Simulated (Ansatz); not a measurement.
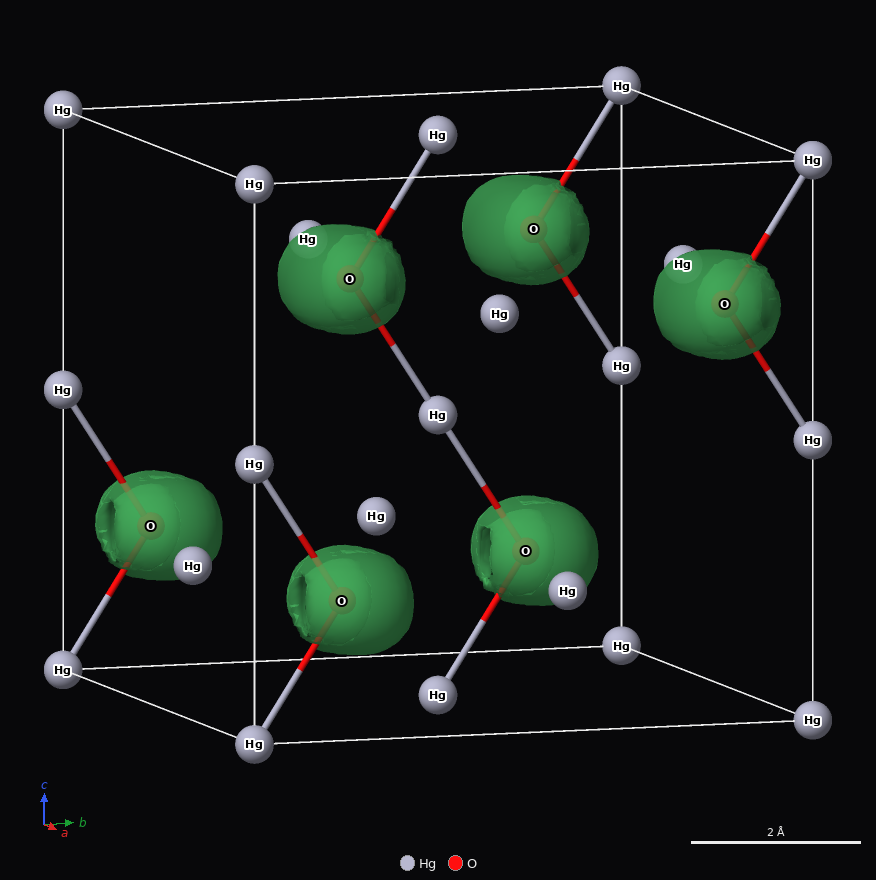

*Hg2O. Isosurface of the electron localisation function at 0.75 (green), seen slightly off an axis. Core shells and regions of very low density are left out. Sticks mark near contacts.*

Space group Cmcm; a structure from a database of computed crystals, not necessarily the ambient phase; a generated structure, not necessarily the stable one.

Computed with Ansatz 0.2.0, DFT PBE, scalar-relativistic, plane waves, PAW.

Core electrons are frozen (PAW), and the valence fields are smoothed inside the atomic spheres.

```
Hg O
1.0
     7.19376    0.00000    0.00000
     0.00000    7.00701    0.00000
     0.00000    0.00000    6.72378
Hg O
8 4
Direct
  0.00000 0.00000 0.50000
  0.50000 0.50000 0.50000
  0.00000 0.00000 0.00000
  0.50000 0.50000 0.00000
  0.00000 0.56103 0.25000
  0.50000 0.06103 0.25000
  0.00000 0.43897 0.75000
  0.50000 0.93897 0.75000
  0.00000 0.84263 0.75000
  0.50000 0.34263 0.75000
  0.00000 0.15737 0.25000
  0.50000 0.65737 0.25000
```

Where are the electrons localised?

Answer. The ELF exceeds this value in four regions wrapped around O (the valence shell of each), counted in one cell of 12 atoms. Regions shared between cells count once. Profiles from the grid: Hg–O (2.01 Å): the ELF peaks at about 0.75 in the valence shell of O, 0.6 Å from its nucleus, and is about 0.25 at the midpoint; no localised pair shows between them.
